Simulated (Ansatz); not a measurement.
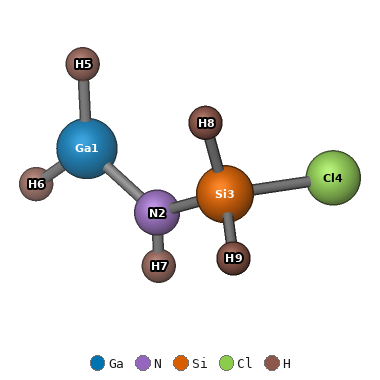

The system is ClGaH5NSi, SMILES Cl[SiH2][NH][GaH2]; the picture shows the reference structure. Coordinates scanned: (1) dihedral Ga1–N2–Si3–Cl4; (2) dihedral H5–Ga1–N2–Si3. Nothing is relaxed (all other coordinates rigid). Grid: 18 × 18 points. Points are written as (first, second). Energies are in kJ/mol, from the lowest grid point. Computed with RHF/def2-SVP (Ansatz 0.2.0).

Its coordinates:

```xyz
9

Ga   -0.2681    1.8076   -0.4296
N     0.4103    0.2929    0.3839
Si    0.1691   -1.3638    0.0262
Cl   -1.2781   -2.2362    1.2565
H    -1.1363    1.6073   -1.7159
H     0.0974    3.1828    0.2255
H     0.9434    0.4673    1.2189
H    -0.3179   -1.5000   -1.3563
H     1.3953   -2.1518    0.2460
```

Range: dihedral Ga1–N2–Si3–Cl4 from −180 to 160°; dihedral H5–Ga1–N2–Si3 from −180 to 160°.

Question: What landscape does the calculation give?

Answer: The lowest grid point is at (−100°, 0°); the map holds 2 wells of about this depth. There are further wells near (100°, −180°) (1.4 kJ/mol above the lowest at that grid point); (100°, 0°) (1.4 kJ/mol above the lowest at that grid point). The highest grid point, (−180°, −100°), lies 52.6 kJ/mol above the lowest. On the interpolated surface the easiest way out of the lowest well to the well at about (100°, −5°) passes a barrier of about 12 kJ/mol. Round the minimum the two coordinates are weakly coupled (coupling 0.07 in units of the two stiffnesses).

```
dihedral H5–Ga1–N2–Si3 ↓, dihedral Ga1–N2–Si3–Cl4 →  −180  −140  −100   −60   −20    20    60   100   140
                                                160  14.4   8.9   2.5   5.9  12.7  14.7   8.5   3.9   8.0
                                                120  38.9  33.0  25.7  28.4  31.4  33.7  31.9  27.5  31.6
                                                 80  52.5  45.2  38.5  42.6  44.1  42.9  42.7  40.4  45.8
                                                 40  31.0  23.7  18.1  23.6  28.5  25.0  21.7  19.7  25.4
                                                  0  11.9   6.0   0.0   4.3  11.9  11.6   5.2   1.4   6.0
                                                −40  24.8  19.3  12.3  15.1  19.8  22.7  18.8  14.0  17.8
                                                −80  50.1  43.5  36.3  39.4  41.0  41.7  41.4  38.1  42.9
                                               −120  44.7  37.1  31.2  36.2  38.8  35.9  34.6  32.7  38.6
                                               −160  18.3  11.7   6.1  11.3  18.4  15.6  10.2   7.4  12.7
```

The table holds every second grid line.

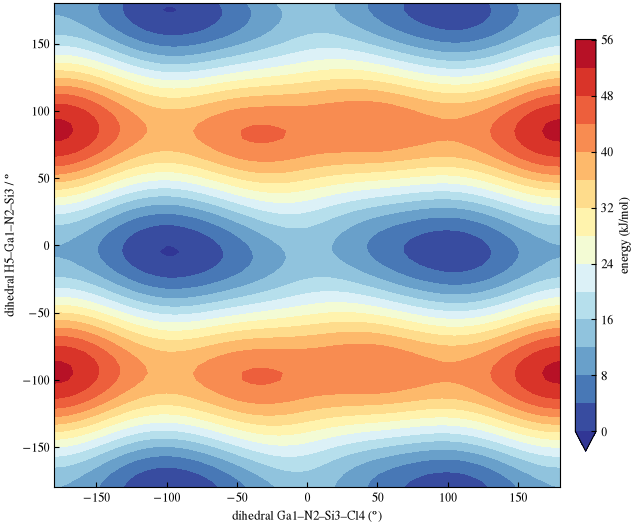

The picture shows filled contours. Between grid points the surface is interpolated.

Each point was launched as `ansatz run input.yaml --threads 1 --pin off --max-ram 2560MiB --backend cpu --events-out ev --progress --plain --runs-dir out`. Time for the 324 points that were run: 16 min on 1 thread of Arm Neoverse V2 (shared host).
